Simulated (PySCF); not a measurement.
# H2S (hydrogen sulfide) at RPA@SVWN5/cc-pVDZ (max memory mb 1860)

Aim: the vertical ionisation energy of H2S (hydrogen sulfide) at RPA@SVWN5/cc-pVDZ (max memory mb 1860), from 2 runs. Input form: a Python script.

The results are computed with PySCF 2.14.0.

## Step 1: The system as given

H2S: 3 atoms, total charge 0, spin state singlet. As SMILES, `S`. Geometry: relaxed at PBE0-D4/def2-TZVP.

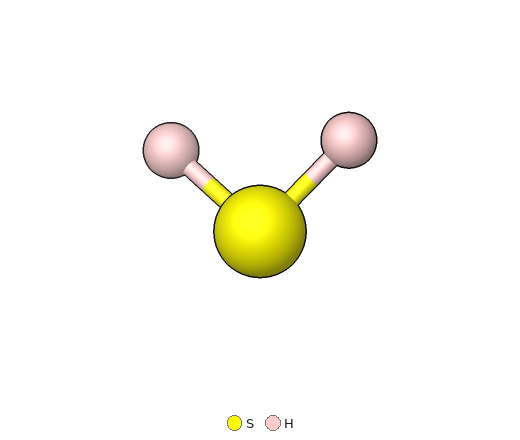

Viewed from a chosen angle; sulfur yellow, hydrogen pink.

## Step 2: A single-point energy at RPA@SVWN5/cc-pVDZ (max memory mb 1860)

The input, input.xyz:

```xyz
3
H2S
S      0.495500    -0.280600     0.243900
H      0.097900     0.997700     0.162400
H     -0.593400    -0.717100    -0.406300
```

The input, job.py:

```python
# S
from pyscf import gto, dft
from pyscf.gw.rpa import RPA

mol = gto.M(
    atom='input.xyz',
    charge=0,
    basis='cc-pvdz',
    verbose=4,
    max_memory=1860,
)

calc0 = dft.RKS(mol, xc='svwn')
calc0.conv_tol = 1e-10
calc0.grids.level = 7
calc0.kernel()
if not calc0.converged:
    calc0 = calc0.newton().run(calc0.mo_coeff, calc0.mo_occ)

rpa = RPA(calc0, frozen=5)
rpa.kernel()
e_exx = calc0.to_hf().energy_tot(calc0.make_rdm1())
energy = e_exx + rpa.e_corr
print('E = %.10f Eh' % energy)
```

On the command line:

```
$ OMP_NUM_THREADS=1 python job.py
```

Output:

```text
PySCF version 2.14.0

[INPUT] num. atoms = 3
[INPUT] num. electrons = 18
[INPUT] charge = 0
[INPUT] spin (= nelec alpha-beta = 2S) = 0
[INPUT] symmetry False subgroup None
[INPUT] Mole.unit = angstrom
[INPUT] Symbol           X                Y                Z      unit          X                Y                Z       unit  Magmom
[INPUT]  1 S      0.495500000000  -0.280600000000   0.243900000000 AA    0.936359294722  -0.530257150553   0.460904201781 Bohr   0.0
[INPUT]  2 H      0.097900000000   0.997700000000   0.162400000000 AA    0.185004187595   1.885379754479   0.306891522629 Bohr   0.0
[INPUT]  3 H     -0.593400000000  -0.717100000000  -0.406300000000 AA   -1.121363482317  -1.355122603926  -0.767795724411 Bohr   0.0

nuclear repulsion = 12.8990794850008
number of shells = 11
number of NR pGTOs = 55
number of NR cGTOs = 28
basis = cc-pvdz
ecp = {}

******** <class 'pyscf.dft.rks.RKS'> ********
method = RKS
initial guess = minao
damping factor = 0
level_shift factor = 0
DIIS = <class 'pyscf.scf.diis.CDIIS'>
diis_start_cycle = 1
diis_space = 8
diis_damp = 0
SCF conv_tol = 1e-10
SCF conv_tol_grad = None
SCF max_cycles = 50
direct_scf = True
direct_scf_tol = 1e-13
XC library pyscf.dft.libxc version 7.0.0
    S. Lehtola, C. Steigemann, M. J.T. Oliveira, and M. A.L. Marques.,  SoftwareX 7, 1–5 (2018)
XC functionals = svwn
    P. A. M. Dirac.,  Math. Proc. Cambridge Philos. Soc. 26, 376 (1930)
    F. Bloch.,  Z. Phys. 57, 545 (1929)
    S. H. Vosko, L. Wilk, and M. Nusair.,  Can. J. Phys. 58, 1200 (1980)
radial grids:
    Treutler-Ahlrichs [JCP 102, 346 (1995); DOI:10.1063/1.469408] (M4) radial grids

becke partition: Becke, JCP 88, 2547 (1988); DOI:10.1063/1.454033
pruning grids: <function nwchem_prune>
grids dens level: 7
symmetrized grids: False
atomic radii adjust function: <function treutler_atomic_radii_adjust>
small_rho_cutoff = 0
Set gradient conv threshold to 1e-05
Initial guess from minao.
tot grids = 185696
init E= -397.939236883355
  HOMO = -0.284161593396937  LUMO = -0.0251333100208533  gap/eV = 7.04852
cycle= 1 E= -397.976705199099  delta_E= -0.0375  |g|= 0.208  |ddm|= 1.27
  HOMO = -0.176727821949529  LUMO = 0.0190578580221682  gap/eV = 5.32760
cycle= 2 E= -397.969446965148  delta_E= 0.00726  |g|= 0.264  |ddm|= 0.565
  HOMO = -0.219358633369547  LUMO = -0.000745695793706425  gap/eV = 5.94876
cycle= 3 E= -397.991807798026  delta_E= -0.0224  |g|= 0.00825  |ddm|= 0.314
  HOMO = -0.221694184141995  LUMO = -0.00173158091214765  gap/eV = 5.98549
cycle= 4 E= -397.991821987521  delta_E= -1.42e-05  |g|= 0.00477  |ddm|= 0.0109
  HOMO = -0.221419112638531  LUMO = -0.00157611173702588  gap/eV = 5.98223
cycle= 5 E= -397.99183001488  delta_E= -8.03e-06  |g|= 7.8e-05  |ddm|= 0.00416
  HOMO = -0.221443721402407  LUMO = -0.00160877033506335  gap/eV = 5.98201
cycle= 6 E= -397.991830016847  delta_E= -1.97e-09  |g|= 8.99e-06  |ddm|= 0.0001
  HOMO = -0.221443294870298  LUMO = -0.00160716619071888  gap/eV = 5.98205
cycle= 7 E= -397.991830016878  delta_E= -3.1e-11  |g|= 1.07e-06  |ddm|= 1.28e-05
  HOMO = -0.221443582953373  LUMO = -0.00160741986862023  gap/eV = 5.98205
Extra cycle  E= -397.991830016877  delta_E= 2.27e-13  |g|= 1.18e-06  |ddm|= 2.69e-06
converged SCF energy = -397.991830016877

******** <class 'pyscf.gw.rpa.RPA'> ********
method = RPA
nocc = 4  nmo = 23
frozen orbitals = 5
mem_avail = 1720.80  mem_blk = 0.01  auxlen = 104

******** <class 'pyscf.df.df.DF'> ********
auxbasis = auxmol.basis = {'S': 'cc-pvdz-ri', 'H': 'cc-pvdz-ri'}
Lowest orbital energy difference:  2.1984e-01
E(RPA) = -398.960430687076  E_corr = -0.256907965848558  E_hf = -398.703522721227
E = -398.9412178470 Eh
```

It took 2.4 s on 1 thread of Arm Neoverse V1, shared host; peak memory 0.15 GiB.

## Step 3: The doublet cation at the same level

The input, job.py:

```python
from pyscf import gto, dft
from pyscf.gw.urpa import URPA

system = gto.M(
    atom=[
    ('S', (0.495500, -0.280600, 0.243900)),
    ('H', (0.097900, 0.997700, 0.162400)),
    ('H', (-0.593400, -0.717100, -0.406300)),
],
    max_memory=1860,
    spin=1,
    charge=1,
    basis='cc-pvdz',
    verbose=4,
)

calc0 = dft.UKS(system, xc='svwn')
calc0.conv_tol = 1e-10
calc0.grids.level = 7
calc0.kernel()
if not calc0.converged:
    calc0 = calc0.newton().run(calc0.mo_coeff, calc0.mo_occ)

rpa = URPA(calc0, frozen=5)
rpa.kernel()
e_exx = calc0.to_hf().energy_tot(calc0.make_rdm1())
energy = e_exx + rpa.e_corr
print(f'total energy: {energy:.8f} hartree')
```

On the command line:

```
$ OMP_NUM_THREADS=1 python job.py
```

Output:

```text
PySCF version 2.14.0

[INPUT] num. atoms = 3
[INPUT] num. electrons = 17
[INPUT] charge = 1
[INPUT] spin (= nelec alpha-beta = 2S) = 1
[INPUT] symmetry False subgroup None
[INPUT] Mole.unit = angstrom
[INPUT] Symbol           X                Y                Z      unit          X                Y                Z       unit  Magmom
[INPUT]  1 S      0.495500000000  -0.280600000000   0.243900000000 AA    0.936359294722  -0.530257150553   0.460904201781 Bohr   0.0
[INPUT]  2 H      0.097900000000   0.997700000000   0.162400000000 AA    0.185004187595   1.885379754479   0.306891522629 Bohr   0.0
[INPUT]  3 H     -0.593400000000  -0.717100000000  -0.406300000000 AA   -1.121363482317  -1.355122603926  -0.767795724411 Bohr   0.0

nuclear repulsion = 12.8990794850008
number of shells = 11
number of NR pGTOs = 55
number of NR cGTOs = 28
basis = cc-pvdz
ecp = {}

******** <class 'pyscf.dft.uks.UKS'> ********
method = UKS
initial guess = minao
damping factor = 0
level_shift factor = 0
DIIS = <class 'pyscf.scf.diis.CDIIS'>
diis_start_cycle = 1
diis_space = 8
diis_damp = 0
SCF conv_tol = 1e-10
SCF conv_tol_grad = None
SCF max_cycles = 50
direct_scf = True
direct_scf_tol = 1e-13
number electrons alpha = 9  beta = 8
XC library pyscf.dft.libxc version 7.0.0
    S. Lehtola, C. Steigemann, M. J.T. Oliveira, and M. A.L. Marques.,  SoftwareX 7, 1–5 (2018)
XC functionals = svwn
    P. A. M. Dirac.,  Math. Proc. Cambridge Philos. Soc. 26, 376 (1930)
    F. Bloch.,  Z. Phys. 57, 545 (1929)
    S. H. Vosko, L. Wilk, and M. Nusair.,  Can. J. Phys. 58, 1200 (1980)
radial grids:
    Treutler-Ahlrichs [JCP 102, 346 (1995); DOI:10.1063/1.469408] (M4) radial grids

becke partition: Becke, JCP 88, 2547 (1988); DOI:10.1063/1.454033
pruning grids: <function nwchem_prune>
grids dens level: 7
symmetrized grids: False
atomic radii adjust function: <function treutler_atomic_radii_adjust>
small_rho_cutoff = 0
Set gradient conv threshold to 1e-05
tot grids = 185696
init E= -397.939236883355
[... the frontier-level lines of each cycle are left out ...]

cycle= 1 E= -397.594038977497  delta_E= 0.345  |g|= 0.124  |ddm|= 0.969
cycle= 2 E= -397.601087234419  delta_E= -0.00705  |g|= 0.0852  |ddm|= 0.271
cycle= 3 E= -397.605310483607  delta_E= -0.00422  |g|= 0.0118  |ddm|= 0.103
cycle= 4 E= -397.605394651829  delta_E= -8.42e-05  |g|= 0.00554  |ddm|= 0.0182
cycle= 5 E= -397.605417492755  delta_E= -2.28e-05  |g|= 0.000469  |ddm|= 0.00561
cycle= 6 E= -397.605417687397  delta_E= -1.95e-07  |g|= 7.26e-05  |ddm|= 0.000642
cycle= 7 E= -397.605417693501  delta_E= -6.1e-09  |g|= 7.1e-06  |ddm|= 0.000127
cycle= 8 E= -397.60541769357  delta_E= -6.95e-11  |g|= 6.26e-07  |ddm|= 1.47e-05
Extra cycle  E= -397.60541769357  delta_E=    0  |g|= 5.76e-07  |ddm|= 1.36e-06
converged SCF energy = -397.60541769357  <S^2> = 0.75176769  2S+1 = 2.0017669

******** <class 'pyscf.gw.urpa.URPA'> ********
nocc = (np.int64(4), np.int64(3)), nmo = (23, 23)
frozen orbitals 5
mem_avail = 1720.33  mem_blk = 0.01  auxlen = 104

******** <class 'pyscf.df.df.DF'> ********
auxbasis = auxmol.basis = {'S': 'cc-pvdz-ri', 'H': 'cc-pvdz-ri'}
Lowest orbital energy difference: ( 3.0883e-01,  9.9987e-02)
E(URPA) = -398.590435414977  E_corr = -0.227307047702094  E_hf = -398.363128367275
total energy: -398.57117469 hartree
```

Run time: 3.6 s. Hardware: 1 thread of Arm Neoverse V1, shared host; peak memory 0.15 GiB.

## Step 4: Results

At RPA@SVWN5/cc-pVDZ (max memory mb 1860), 5 core orbitals frozen:

```
                                                                     quantity          value
                                                    singlet H2S: total energy  -398.94122 Eh
                         singlet H2S: dipole moment (SVWN5 Kohn–Sham density)         1.35 D
                          singlet H2S: HOMO energy (SVWN5 Kohn–Sham orbitals)       -6.03 eV
                          singlet H2S: LUMO energy (SVWN5 Kohn–Sham orbitals)       -0.04 eV
                        singlet H2S: HOMO–LUMO gap (SVWN5 Kohn–Sham orbitals)        5.98 eV
                                singlet H2S: RPA correlation energy (valence)     -256.9 mEh
                                                 doublet cation: total energy  -398.57117 Eh
doublet cation: HOMO energy (SVWN5 Kohn–Sham orbitals) (highest over α and β)      -16.63 eV
 doublet cation: LUMO energy (SVWN5 Kohn–Sham orbitals) (lowest over α and β)      -14.98 eV
                             doublet cation: RPA correlation energy (valence)     -227.3 mEh
                                                         doublet cation: ⟨S²⟩          0.752
                           vertical ionisation energy (to the doublet cation)      10.069 eV
```

In words: The vertical ionisation energy comes to 10.07 eV (972 kJ/mol). Mulliken charges (singlet H2S) of the mean-field density run from -0.23 on S1 to +0.11 on H2; they depend strongly on the basis.
